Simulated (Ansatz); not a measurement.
# Decaying states in the gap of LiSnF3, part 3 of 3

A new crystal, LiSnF3: structure, gap and complex bands. It is built by putting F for Cl in the LiSnCl3 structure of space group R3c, with the volume rescaled by atomic radii. The parent structure comes from the Materials Project.

Ansatz 0.2.0; PBEsol DFT, plane waves, PAW files (the session's first sound run).

So far, gap on path (eV): step 3 (band edges) 3.66.

The structure was built from a prototype and need not be the compound's stable phase.

### Step 6. Decaying states in the gap, plane (101) (continued)

Level of this step: PBEsol DFT, plane waves, PAW files; complex bands by layer matching along the plane's normal (Ansatz).

K parallel (0, 0); values up to 1.5 1/Å, a degenerate pair printed once or twice; energies at which all values exceed this have no row. Im kz of the slowest decaying states against energy, zero at the highest filled level on the SCF mesh:

```tsv
energy (eV)	decay 1 (Å⁻¹)	decay 2 (Å⁻¹)	decay 3 (Å⁻¹)	decay 4 (Å⁻¹)
-1.000	0.145	0.564	0.596	0.738
-0.450	0.644	0.659	0.817	0.831
-0.010	0.212	0.691	0.698	0.869
0.540	0.321	0.735	0.736	0.920
0.980	0.366	0.761	0.763	0.949
1.530	0.397	0.786	0.791	0.976
1.970	0.408	0.803	0.810	0.969
2.520	0.407	0.822	0.829	0.968
2.960	0.396	0.837	0.843	0.966
3.510	0.366	0.859	0.861	0.930
3.950	0.325	0.859	0.878	0.881
4.500	0.233	0.751	0.906	0.913
```

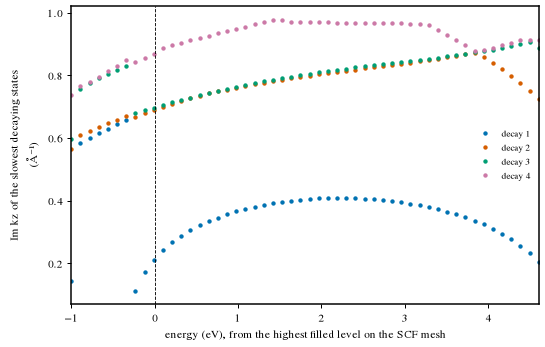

Im kz of the slowest decaying states against energy.

K parallel (-0.5, 0); values up to 1.5 1/Å, a degenerate pair printed once or twice; energies at which all values exceed this have no row. Table of Im kz of the slowest decaying states by energy, zero at the highest filled level on the SCF mesh:

```tsv
energy (eV)	decay 1 (Å⁻¹)	decay 2 (Å⁻¹)	decay 3 (Å⁻¹)	decay 4 (Å⁻¹)
-1.000	0.341	0.701	0.747	0.772
-0.450	0.686	0.839	0.853	0.894
-0.010	0.254	0.681	0.897	0.901
0.540	0.375	0.416	0.677	0.945
0.980	0.404	0.513	0.671	0.967
1.530	0.407	0.582	0.660	0.974
1.970	0.390	0.615	0.647	0.954
2.520	0.346	0.623	0.640	0.885
2.960	0.286	0.599	0.649	0.801
3.510	0.139	0.559	0.649	0.673
3.950	0.516	0.551	0.640	1.00
4.500	0.331	0.442	0.613	0.975
```

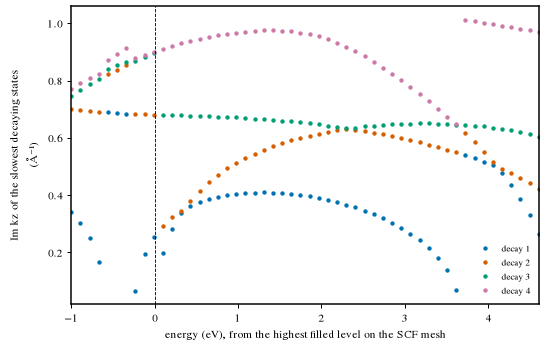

Im kz of the slowest decaying states, plotted against energy.

At the listed wavevectors the last open channel is at -0.01 eV and the next at +3.73 eV on the grid. At +1.86 eV, the grid energy nearest the filling level (the middle of the gap on the SCF mesh), the slowest state at the listed wavevectors decays with κ = 0.396 Å⁻¹, its amplitude falling by e over 2.5 Å; the first such run, plane (001), gave 0.406 Å⁻¹.

### Step 7. A check of the settings

This step: PBEsol DFT, plane waves, PAW files; complex bands by layer matching along the plane's normal; changed: output.transmission.temperature = 0.5, scf.max_iter = 50 (Ansatz 0.2.0).

This run repeats an earlier one, its twin (the complex run, plane (001)), with two settings changed (scf.max_iter, output.transmission.temperature; files written aside). The setting was drawn as a possible misstep, on purpose. Where the input is shown as a difference, that is against the step before, not the twin.

The input, input.yaml:

```yaml
crystal:
  lattice:
    - [5.663936954, 0.0, 0.0]
    - [2.831968477, 4.905113288, 0.0]
    - [2.831968477, -1.635037763, 4.767236988]
  atoms:
    - { symbol: Li, position: [0.5962169056, 0.7018915472, 0.1056746416] }
    - { symbol: Li, position: [0.5962169056, 0.2018915472, 0.6056746416] }
    - { symbol: Sn, position: [0.022445096, 0.988777452, 0.966332356] }
    - { symbol: Sn, position: [0.022445096, 0.488777452, 0.466332356] }
    - { symbol: F, position: [0.1265056835, 0.9362896526, 0.2808376707] }
    - { symbol: F, position: [0.6563669932, 0.4073433542, 0.2808376707] }
    - { symbol: F, position: [0.6554519819, 0.9372046639, 0.2808376707] }
    - { symbol: F, position: [0.6563669932, 0.4362896526, 0.7808376707] }
    - { symbol: F, position: [0.6554519819, 0.9073433542, 0.7808376707] }
    - { symbol: F, position: [0.1265056835, 0.4372046639, 0.7808376707] }
kpoints:
  mp_grid: { grid: [6, 6, 6] }
scf:
  occupations: { method: fixed }
  max_iter: 50
hamiltonian:
  xc: pbesol
output:
  eigenvalues: true
  transmission:
    leads: [[0, 0]]
    kpoints: [[0.0, 0.0], [0.0, -0.5]]
    e_range: [-1.0, 4.66]
    de: 0.14
    temperature: 0.5
```

The run is started by

```sh
$ ansatz run input.yaml --threads 2 --pin off --max-ram 4096MiB --backend cpu --events-out ev --progress --plain --runs-dir out
```

Numbers of over 12 decimals in the logs are rounded to 6 here.

The log of the run:

```text
Error: invalid value for `output.transmission.temperature`: must be finite and ≥ 1.2; got 0.5 K
```

Elapsed: 0.17 s, on 2 threads of Arm Neoverse N1, shared host; peak memory 0.085 GiB.

The input was rejected at the start.

The program's message: “Error: invalid value for `output.transmission.temperature`: must be finite and ≥ 1.2; got 0.5 K”

The change that led to it: output.transmission.temperature = 0.5.

### Step 8. A check of the settings

This step: PBEsol DFT, plane waves, PAW files; complex bands by layer matching along the plane's normal; changed: total_charge = -1 (Ansatz 0.2.0).

This run repeats an earlier one, its twin (the complex run, plane (001)), with one setting changed (total_charge; files written aside). It is meant to test what a charged cell does. Where the input is shown as a difference, that is against the step before, not the twin.

Edit input.yaml of step 7 so:

```diff
@@ -20,3 +20,2 @@
   occupations: { method: fixed }
-  max_iter: 50
 hamiltonian:
@@ -30,2 +29,2 @@
     de: 0.14
-    temperature: 0.5
+total_charge: -1
```

The log of the run:

```text
Error: inconsistent input (scf.occupations.method, magnetization): a σ = 0 step fill (method: fixed, or a smearing width below the step floor) cannot realise an odd electron count (77) without a locked total moment — the per-k integer fill puts the same N_el/2 bands in each spin channel; set magnetization.spin_polarized: true with magnetization.spin_locking.lock_magnetization: hard and an odd magnetization.initial_magnetization (the unpaired electron then fills one channel), or use a smearing method with a finite width, such as fermi_dirac
```

Wall time 0.16 s (2 threads); peak memory 0.084 GiB.

The program refused the input before any cycle.

The program's message: “Error: inconsistent input (scf.occupations.method, magnetization): a σ = 0 step fill (method: fixed, or a smearing width below the step floor) cannot realise an odd electron count (77) without a locke …”

### Step 9. Outcome

```json
{"band gap": "3.66 eV", "least decay constant at mid-gap, normal to (001)": "0.406 Å⁻¹", "least decay constant at mid-gap, normal to (101)": "0.396 Å⁻¹", "least decay constant on a mesh, normal to (001)": "0.405 Å⁻¹"}
```

In words: With PBEsol, the slowest decay at the wavevectors tried is κ = 0.396 Å⁻¹, normal to (101). Through such a film the transmission near mid-gap falls as exp(−2κd), a factor of ten every 2.9 Å. The directions tried decay at nearly the same rate. A free electron under a barrier of half the gap would need a mass of 0.33 mₑ to decay at this rate. The compound is made up by substitution; its stability against other phases and against distortions of the cell's symmetry was not tested. A semilocal functional narrows gaps, so real decay constants are likely larger.

[Logs are printed without paths, hosts, clocks, repeated set-up lines and the standing remarks that a program may print on its own settings, such as how far it seeks lower states.]

[Hosts, paths, dates, database ids (printed as entryN), source tags and the programs' standing remarks are cut or masked in the printed files.]

[New means built here by substitution; the compound itself may be known and measured.]
